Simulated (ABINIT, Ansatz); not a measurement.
# Lattice dynamics of H4C (I-43m) in two programs, part 2 of 4

Aim: the phonon dispersion of H4C (I-43m), checked by a second program.

ABINIT 10.8.3; DFT LDA, scalar-relativistic, plane waves, PseudoDojo norm-conserving pseudopotentials.

So far. Step 2 (Relaxation): The volume changes by -0.4 % from the cell with which this run began. Step 5 (Zone-centre response): The acoustic modes at Γ come out as far as 0.7 cm⁻¹ from zero, where they should vanish, a small numerical error; the Born charges miss their sum rule by 2.6e-4 e, which is good. The relaxed cell has a = 4.251 Å (conventional setting).

## 6. Phonons on a q mesh

Linear response treats each wavevector of the 4×4×4 mesh in the unit cell; the first-order potentials are kept for the electron-phonon matrix elements.

dfpt_q.abi

```
ndtset 7

# wavevectors
qpt1 0.25 0.0 0.0
qpt2 0.5 0.0 0.0
qpt3 0.5 0.25 0.0
qpt4 0.25 0.25 0.25
qpt5 0.5 0.25 0.25
qpt6 0.25 -0.25 0.25
qpt7 0.5 0.5 0.5

# displacements
getwfk_filepath "gso_WFK"
getwfq_filepath "gso_WFK"
kptopt 3
nqpt 1
rfphon 1
rfatpol 1 5
rfdir 1 1 1
tolvrs 1.0d-10
prtwf 0
prtpot 1

# basis, mesh and filling
ecut 37.0
ngkpt 8 8 8
nshiftk 1
shiftk 0.5 0.5 0.5
istwfk *1
occopt 1
nband 4
nstep 100
diemac 9.0
prtebands 0
prtgsr 0
useylm 1

# cell and atoms
acell 6.956343739 6.956343739 6.956343739
rprim 
    0.5773502692 0.5773502692 0.5773502692
    -0.5773502692 0.5773502692 0.5773502692
    -0.5773502692 -0.5773502692 0.5773502692
ntypat 2
znucl 1 6
natom 5
typat 1 1 1 1 2
xred 
    0.0 0.0 0.2988472981
    0.0 0.7011527019 0.0
    0.7011527019 0.2988472981 0.7011527019
    0.2988472981 0.0 0.0
    0.0 0.0 0.0
pp_dirpath "./pseudo"
pseudos "H.upf, C.upf"
```

Launch:

```sh
$ OMP_NUM_THREADS=1 mpirun -n 4 abinit dfpt_q.abi > dfpt_q.log
```

Numbers of over 12 decimals in the logs are rounded to 6 here.

dfpt_q.abo, the main output file:

```text
[banners, grids, parts of the stress and lines that vanish by symmetry left out]
- input  file    -> dfpt_q.abi
- output file    -> dfpt_q.abo
- root for input  files -> dfpt_qi
[...]
DATASET    1 : space group I-4 3 m (#217); Bravais cI (body-center cubic)
[...]
nfft =       64000          nkpt =         512
[...]
DATASET    2 : space group I-4 3 m (#217); Bravais cI (body-center cubic)
[...]
nfft =       64000          nkpt =         512
[...]
DATASET    3 : space group I-4 3 m (#217); Bravais cI (body-center cubic)
[...]
nfft =       64000          nkpt =         512
[...]
DATASET    4 : space group I-4 3 m (#217); Bravais cI (body-center cubic)
[...]
nfft =       64000          nkpt =         512
[...]
DATASET    5 : space group I-4 3 m (#217); Bravais cI (body-center cubic)
[...]
nfft =       64000          nkpt =         512
[...]
DATASET    6 : space group I-4 3 m (#217); Bravais cI (body-center cubic)
[...]
nfft =       64000          nkpt =         512
[...]
DATASET    7 : space group I-4 3 m (#217); Bravais cI (body-center cubic)
[...]
nfft =       64000          nkpt =         512
[...]
== DATASET  1 ==================================================================
[...]
cutoff_energies: {ecut:  37.0, pawecutdg:  -1.0, }
[...]
Perturbation : displacement of atom   1   along direction   1
[...]
-ETOT  1   3.731973     -5.145E+01 1.042E-01 1.852E+03
 ETOT  2   3.468993     -2.630E-01 9.001E-04 2.686E+02
 ETOT  3   3.410512     -5.848E-02 1.250E-04 1.344E+02
 ETOT  4   3.400059     -1.045E-02 1.290E-05 3.305E+01
 ETOT  5   3.399756     -3.039E-04 5.407E-07 1.061E+01
[...]
At SCF step   15       vres2   =  3.43E-11 < tolvrs=  1.00E-10 =>converged.
[...]
Perturbation : displacement of atom   1   along direction   2
[...]
-ETOT  1   3.752706     -4.998E+01 1.054E-01 2.130E+03
[...]
At SCF step   13       vres2   =  1.74E-11 < tolvrs=  1.00E-10 =>converged.
[...]
Perturbation : displacement of atom   1   along direction   3
[...]
-ETOT  1   18.284585111585     -5.259E+01 2.697E-01 1.374E+04
[...]
At SCF step   12       vres2   =  6.74E-11 < tolvrs=  1.00E-10 =>converged.
[...]
Perturbation : displacement of atom   3   along direction   1
[...]
-ETOT  1   3.772021     -5.141E+01 1.125E-01 1.244E+03
[...]
At SCF step   15       vres2   =  2.89E-12 < tolvrs=  1.00E-10 =>converged.
[...]
Perturbation : displacement of atom   3   along direction   2
[...]
-ETOT  1   3.778373     -4.996E+01 1.128E-01 2.097E+03
[...]
Perturbation : displacement of atom   5   along direction   1
[...]
-ETOT  1   27.218709423533     -8.653E+02 9.924E-01 3.927E+04
[...]
Perturbation : displacement of atom   5   along direction   2
[...]
-ETOT  1   26.653878799290     -8.428E+02 9.302E-01 1.058E+04
[...]
Phonon wavevector (reduced coordinates) :  0.25000  0.00000  0.00000
 Phonon energies in Hartree :
[...]
Phonon frequencies in cm-1    :
- -1.528175E+01  8.656005E+01  1.184436E+02  1.797476E+02  1.884413E+02
-  1.996499E+02  1.234608E+03  1.245386E+03  1.246922E+03  1.444891E+03
-  1.455497E+03  2.916828E+03  3.055173E+03  3.056902E+03  3.057429E+03
[...]
== DATASET  2 ==================================================================
[...]
cutoff_energies: {ecut:  37.0, pawecutdg:  -1.0, }
[...]
Perturbation : displacement of atom   1   along direction   1
[...]
-ETOT  1   3.739990     -5.138E+01 1.021E-01 1.976E+03
[...]
Perturbation : displacement of atom   1   along direction   2
[...]
-ETOT  1   3.779268     -5.002E+01 1.006E-01 2.013E+03
[...]
Perturbation : displacement of atom   1   along direction   3
[...]
-ETOT  1   18.477149485134     -5.246E+01 2.568E-01 1.294E+04
[...]
Perturbation : displacement of atom   3   along direction   1
[...]
-ETOT  1   3.816573     -5.130E+01 1.136E-01 1.118E+03
[...]
Perturbation : displacement of atom   3   along direction   2
[...]
-ETOT  1   3.831597     -4.996E+01 1.067E-01 1.909E+03
[...]
Perturbation : displacement of atom   5   along direction   1
[...]
-ETOT  1   27.340175554976     -8.642E+02 8.237E-01 2.489E+04
[...]
Perturbation : displacement of atom   5   along direction   2
[...]
-ETOT  1   26.762921845297     -8.437E+02 9.164E-01 1.055E+04
[...]
Phonon wavevector (reduced coordinates) :  0.50000  0.25000  0.25000
 Phonon energies in Hartree :
[...]
Phonon frequencies in cm-1    :
-  1.214403E+02  1.230890E+02  1.339061E+02  1.402607E+02  1.631393E+02
-  1.720736E+02  1.228689E+03  1.237529E+03  1.243571E+03  1.493755E+03
-  1.502158E+03  2.929974E+03  3.057336E+03  3.058472E+03  3.058910E+03
[...]
== DATASET  6 ==================================================================
[...]
cutoff_energies: {ecut:  37.0, pawecutdg:  -1.0, }
[...]
Perturbation : displacement of atom   1   along direction   1
[...]
-ETOT  1   3.781188     -5.068E+01 1.124E-01 1.773E+03
[...]
Perturbation : displacement of atom   1   along direction   3
[...]
-ETOT  1   18.402341151949     -5.320E+01 2.929E-01 1.177E+04
[...]
Perturbation : displacement of atom   5   along direction   1
[...]
-ETOT  1   27.086319500119     -8.539E+02 9.098E-01 1.697E+04
[...]
Phonon wavevector (reduced coordinates) :  0.25000 -0.25000  0.25000
 Phonon energies in Hartree :
[...]
Phonon frequencies in cm-1    :
-  1.197081E+02  1.197081E+02  1.197081E+02  1.646617E+02  1.646617E+02
-  1.646617E+02  1.249318E+03  1.249318E+03  1.249318E+03  1.453137E+03
-  1.453137E+03  2.927871E+03  3.057406E+03  3.057406E+03  3.057406E+03
[...]
== DATASET  7 ==================================================================
[...]
cutoff_energies: {ecut:  37.0, pawecutdg:  -1.0, }
[...]
Perturbation : displacement of atom   1   along direction   1
[...]
-ETOT  1   3.864783     -5.059E+01 1.148E-01 1.777E+03
[...]
Perturbation : displacement of atom   1   along direction   3
[...]
-ETOT  1   18.592236184932     -5.301E+01 2.128E-01 1.215E+04
[...]
At SCF step   11       vres2   =  6.84E-11 < tolvrs=  1.00E-10 =>converged.
[...]
Perturbation : displacement of atom   5   along direction   1
[...]
-ETOT  1   26.985714733883     -8.540E+02 9.154E-01 1.526E+04
[...]
ETOT 10   24.486557473172     -1.239E-11 4.344E-15 1.022E-10
 ETOT 11   24.486557473176      4.206E-12 8.806E-17 3.011E-11
 At SCF step   11       vres2   =  3.01E-11 < tolvrs=  1.00E-10 =>converged.
[...]
Phonon wavevector (reduced coordinates) :  0.50000  0.50000  0.50000
 Phonon energies in Hartree :
[...]
Phonon frequencies in cm-1    :
-  1.044104E+02  1.044104E+02  1.044104E+02  1.710745E+02  1.710745E+02
-  1.710745E+02  1.230896E+03  1.230896E+03  1.230896E+03  1.530232E+03
-  1.530232E+03  2.936528E+03  3.058703E+03  3.058703E+03  3.058703E+03
[...]
fcart7     0.0000000000E+00  0.0000000000E+00  0.0000000000E+00
       
================================================================================
```

Run time: 29 min. Hardware: 4 MPI ranks of Arm Neoverse V2, shared host.

Read from the output:

```yaml
lowest_mode_on_the_q_mesh_acoustic_ones_at_the_zone_centre_apart: -15.28 cm⁻¹
```

Frequencies (cm⁻¹) before the sum rule at the irreducible wavevectors but Γ, which is solved apart; negative means imaginary. Frequencies by wavevector:

```csv
q (fractions),star,mode 1,mode 2,mode 3,mode 4,mode 13,mode 14,mode 15
0.25 0 0,12,-15.28,86.56,118.4,179.8,3055,3057,3057
0.5 0 0,6,9.68,125.3,140.1,163.3,3055,3059,3059
0.5 0.25 0,24,67.62,118,148.8,152.7,3056,3057,3059
0.25 0.25 0.25,6,115.8,115.8,118.3,167.1,3057,3057,3058
0.5 0.25 0.25,12,121.4,123.1,133.9,140.3,3057,3058,3059
0.25 -0.25 0.25,2,119.7,119.7,119.7,164.7,3057,3057,3057
0.5 0.5 0.5,1,104.4,104.4,104.4,171.1,3059,3059,3059
```

## 7. Interpolated phonon bands

anaddb transforms the dynamical matrices to force constants, with the dipole-dipole part treated apart, and back along the path; points of the mesh come back as solved, but for the sum rule and, in polar crystals, the LO-TO term at Γ; the rest is interpolation.

anaddb.abi

```
ddb_filepath "all_DDB"
output_file "anaddb.abo"
outdata_prefix "anaddb"
ifcflag 1
ngqpt 4 4 4
nqshft 1
q1shft 0.0 0.0 0.0
asr 1
chneut 1
dipdip 1
dipquad 0
quadquad 0
enunit 0
eivec 0
nph1l 62
qph1l 
    5.0d-06 5.0d-06 -5.0d-06 1.0
    0.05 0.05 -0.05 1.0
    0.1 0.1 -0.1 1.0
    0.15 0.15 -0.15 1.0
    0.2 0.2 -0.2 1.0
    0.25 0.25 -0.25 1.0
    0.3 0.3 -0.3 1.0
    0.35 0.35 -0.35 1.0
    0.4 0.4 -0.4 1.0
    0.45 0.45 -0.45 1.0
    0.5 0.5 -0.5 1.0
    0.45 0.45 -0.5 1.0
    0.4 0.4 -0.5 1.0
    0.35 0.35 -0.5 1.0
    0.3 0.3 -0.5 1.0
    0.25 0.25 -0.5 1.0
    0.2 0.2 -0.5 1.0
    0.15 0.15 -0.5 1.0
    0.1 0.1 -0.5 1.0
    0.05 0.05 -0.5 1.0
    0.0 0.0 -0.5 1.0
    0.0 0.0 -0.45 1.0
    0.0 0.0 -0.4 1.0
    0.0 0.0 -0.35 1.0
    0.0 0.0 -0.3 1.0
    0.0 0.0 -0.25 1.0
    0.0 0.0 -0.2 1.0
    0.0 0.0 -0.15 1.0
    0.0 0.0 -0.1 1.0
    0.0 0.0 -0.05 1.0
    2.5d-06 -2.5d-06 -7.5d-06 1.0
    0.025 -0.025 -0.075 1.0
    0.05 -0.05 -0.15 1.0
    0.075 -0.075 -0.225 1.0
    0.1 -0.1 -0.3 1.0
    0.125 -0.125 -0.375 1.0
    0.15 -0.15 -0.45 1.0
    0.175 -0.175 -0.525 1.0
    0.2 -0.2 -0.6 1.0
    0.225 -0.225 -0.675 1.0
    0.25 -0.25 -0.75 1.0
    0.275 -0.175 -0.725 1.0
    0.3 -0.1 -0.7 1.0
    0.325 -0.025 -0.675 1.0
    0.35 0.05 -0.65 1.0
    0.375 0.125 -0.625 1.0
    0.4 0.2 -0.6 1.0
    0.425 0.275 -0.575 1.0
    0.45 0.35 -0.55 1.0
    0.475 0.425 -0.525 1.0
    0.5 0.5 -0.5 1.0
    0.25 -0.25 -0.75 1.0
    0.225 -0.225 -0.725 1.0
    0.2 -0.2 -0.7 1.0
    0.175 -0.175 -0.675 1.0
    0.15 -0.15 -0.65 1.0
    0.125 -0.125 -0.625 1.0
    0.1 -0.1 -0.6 1.0
    0.075 -0.075 -0.575 1.0
    0.05 -0.05 -0.55 1.0
    0.025 -0.025 -0.525 1.0
    0.0 0.0 -0.5 1.0
```

mrgddb.in

```
all_DDB
merged
8
dfpt_gammao_DS2_DDB
dfpt_qo_DS1_DDB
dfpt_qo_DS2_DDB
dfpt_qo_DS3_DDB
dfpt_qo_DS4_DDB
dfpt_qo_DS5_DDB
dfpt_qo_DS6_DDB
dfpt_qo_DS7_DDB
```

Launch:

```sh
$ mrgddb < mrgddb.in > mrgddb.log
$ OMP_NUM_THREADS=1 anaddb anaddb.abi > anaddb.log
```

anaddb.abo, the main output file:

```text
[banners, grids, parts of the stress and lines that vanish by symmetry left out]
-outvars_anaddb: echo values of input variables ----------------------

 Flags :
[...]
Dielectric Tensor and Effective Charges
[...]
Effective charge tensors after
[...]
Phonon wavevector (reduced coordinates) :  0.00001  0.00001 -0.00000
 Phonon energies in Hartree :
[...]
Phonon frequencies in cm-1    :
-  2.608378E-03  2.891314E-03  2.891828E-03  2.085470E+02  2.085470E+02
-  2.085470E+02  1.237032E+03  1.237032E+03  1.245185E+03  1.435369E+03
-  1.435369E+03  2.910002E+03  3.055016E+03  3.055016E+03  3.055032E+03
[...]
Phonon wavevector (reduced coordinates) :  0.05000  0.05000 -0.05000
 Phonon energies in Hartree :
[...]
Phonon frequencies in cm-1    :
-  2.484975E+01  2.711715E+01  2.711715E+01  2.064525E+02  2.064525E+02
-  2.068945E+02  1.237601E+03  1.237601E+03  1.244851E+03  1.436147E+03
-  1.437513E+03  2.910660E+03  3.055170E+03  3.055179E+03  3.055179E+03
[...]
Phonon wavevector (reduced coordinates) :  0.10000  0.10000 -0.10000
 Phonon energies in Hartree :
[...]
Phonon frequencies in cm-1    :
-  4.990149E+01  5.295672E+01  5.295672E+01  2.005347E+02  2.005347E+02
-  2.018802E+02  1.238794E+03  1.238794E+03  1.243870E+03  1.439162E+03
-  1.443709E+03  2.912574E+03  3.055581E+03  3.055584E+03  3.055584E+03
[...]
Phonon wavevector (reduced coordinates) :  0.15000  0.15000 -0.15000
 Phonon energies in Hartree :
[...]
Phonon frequencies in cm-1    :
-  7.462573E+01  7.669056E+01  7.669056E+01  1.916935E+02  1.916935E+02
-  1.934255E+02  1.239543E+03  1.239543E+03  1.242336E+03  1.445725E+03
-  1.453366E+03  2.915561E+03  3.056064E+03  3.056064E+03  3.056232E+03
  Phonon wavevector (reduced coordinates) :  0.20000  0.20000 -0.20000
 Phonon energies in Hartree :
[...]
Phonon frequencies in cm-1    :
-  9.781415E+01  9.789044E+01  9.789044E+01  1.809899E+02  1.809899E+02
-  1.816495E+02  1.239148E+03  1.239148E+03  1.240473E+03  1.456380E+03
[...]
Phonon wavevector (reduced coordinates) :  0.25000  0.25000 -0.25000
 Phonon energies in Hartree :
[...]
Phonon frequencies in cm-1    :
[...]
Phonon wavevector (reduced coordinates) :  0.30000  0.30000 -0.30000
 Phonon energies in Hartree :
[...]
Phonon frequencies in cm-1    :
[...]
Phonon wavevector (reduced coordinates) :  0.35000  0.35000 -0.35000
 Phonon energies in Hartree :
[...]
Phonon frequencies in cm-1    :
[...]
Phonon wavevector (reduced coordinates) :  0.40000  0.40000 -0.40000
 Phonon energies in Hartree :
[...]
Phonon frequencies in cm-1    :
[...]
Phonon wavevector (reduced coordinates) :  0.45000  0.45000 -0.45000
 Phonon energies in Hartree :
[...]
Phonon frequencies in cm-1    :
[...]
Phonon wavevector (reduced coordinates) :  0.50000  0.50000 -0.50000
 Phonon energies in Hartree :
[...]
Phonon frequencies in cm-1    :
[...]
Phonon wavevector (reduced coordinates) :  0.45000  0.45000 -0.50000
 Phonon energies in Hartree :
[...]
Phonon frequencies in cm-1    :
[...]
Phonon wavevector (reduced coordinates) :  0.40000  0.40000 -0.50000
 Phonon energies in Hartree :
[...]
Phonon frequencies in cm-1    :
[...]
Phonon wavevector (reduced coordinates) :  0.35000  0.35000 -0.50000
 Phonon energies in Hartree :
[...]
Phonon frequencies in cm-1    :
[...]
Phonon frequencies in cm-1    :
[...]
Phonon wavevector (reduced coordinates) :  0.12500 -0.12500 -0.37500
 Phonon energies in Hartree :
[...]
Phonon frequencies in cm-1    :
[...]
-  1.965955E+02  1.239451E+03  1.246731E+03  1.246731E+03  1.451751E+03
-  1.451751E+03  2.919451E+03  3.055898E+03  3.055898E+03  3.058930E+03
  Phonon wavevector (reduced coordinates) :  0.15000 -0.15000 -0.45000
 Phonon energies in Hartree :
[...]
Phonon frequencies in cm-1    :
-  7.607238E+01  7.607238E+01  1.498570E+02  1.693687E+02  1.693687E+02
-  1.924730E+02  1.239495E+03  1.248834E+03  1.248834E+03  1.454340E+03
-  1.454340E+03  2.922185E+03  3.056156E+03  3.056156E+03  3.059415E+03
  Phonon wavevector (reduced coordinates) :  0.17500 -0.17500 -0.52500
 Phonon energies in Hartree :
[...]
Phonon frequencies in cm-1    :
-  8.827421E+01  8.827421E+01  1.523561E+02  1.630550E+02  1.630550E+02
[...]
Phonon wavevector (reduced coordinates) :  0.20000 -0.20000 -0.60000
 Phonon energies in Hartree :
[...]
Phonon frequencies in cm-1    :
[...]
Phonon wavevector (reduced coordinates) :  0.22500 -0.22500 -0.67500
 Phonon energies in Hartree :
[...]
Phonon frequencies in cm-1    :
[...]
Phonon wavevector (reduced coordinates) :  0.25000 -0.25000 -0.75000
 Phonon energies in Hartree :
[...]
Phonon wavevector (reduced coordinates) :  0.02500 -0.02500 -0.52500
 Phonon energies in Hartree :
[...]
Phonon frequencies in cm-1    :
[...]
Phonon wavevector (reduced coordinates) :  0.00000  0.00000 -0.50000
 Phonon energies in Hartree :
[...]
Phonon frequencies in cm-1    :
[...]
-  1.914064E+02  1.228732E+03  1.248000E+03  1.257182E+03  1.454113E+03
-  1.478168E+03  2.923587E+03  3.055340E+03  3.059062E+03  3.059115E+03
-
```

The job ended after 1.1 s (1 thread).

Read from the output:

| Property | Result |
| --- | --- |
| lowest frequency on the path | -15.30 cm⁻¹ |

Anaddb, dipole-dipole term. The phonon branches at the labelled points (cm⁻¹):

```csv
point,branch 1,branch 2,branch 3,branch 4,branch 12,branch 13,branch 14,branch 15
Γ,0,0,0,208,2910,3055,3055,3055
H,104,104,104,171,2936,3059,3059,3059
N,10,125,140,163,2924,3055,3059,3059
Γ,0,0,0,208,2910,3055,3055,3055
P,120,120,120,165,2928,3057,3057,3057
H,104,104,104,171,2936,3059,3059,3059
jump to P,120,120,120,165,2928,3057,3057,3057
N,10,125,140,163,2924,3055,3059,3059
```

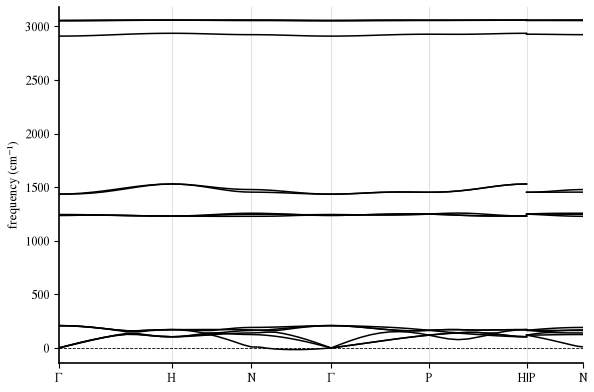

Phonon branches along the path.

The path dips to 15i cm⁻¹.

(Continued in part 3 of 4.)

[Host names and launcher messages were left out of these logs when they were recorded.]

[Logs are printed without paths, hosts, clocks, repeated set-up lines and the standing remarks that a program may print on its own settings, such as how far it seeks lower states.]

[Hosts, paths, dates, database ids (printed as entryN), source tags and the programs' standing remarks are cut or masked in the printed files.]
